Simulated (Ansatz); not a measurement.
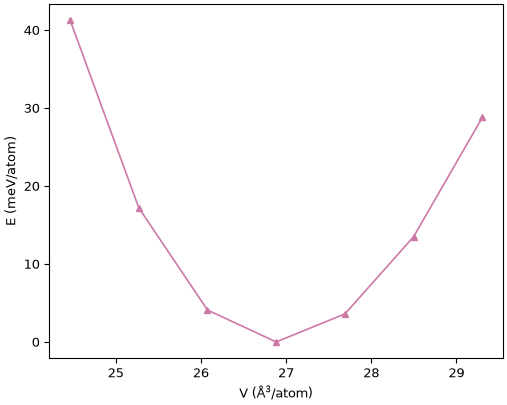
Figure. HgS (zinc blende, space group No. 216) under volume change, the program Ansatz at the PBE level (PAW), scaled uniformly.

Task: What does a third-order Birch–Murnaghan fit give for V₀, B₀ and B′?

Result: V₀ = 26.89 Å³/atom, B₀ = 50.3 GPa, B′ = 4.9.

Space group F-43m (zinc blende). The PBE relaxation kept the symmetry of its start; of distortions, only those at the zone centre were tested. Spin–orbit coupling is left out wherever it is not named.

Potentials: the later of the program's two PAW sets.
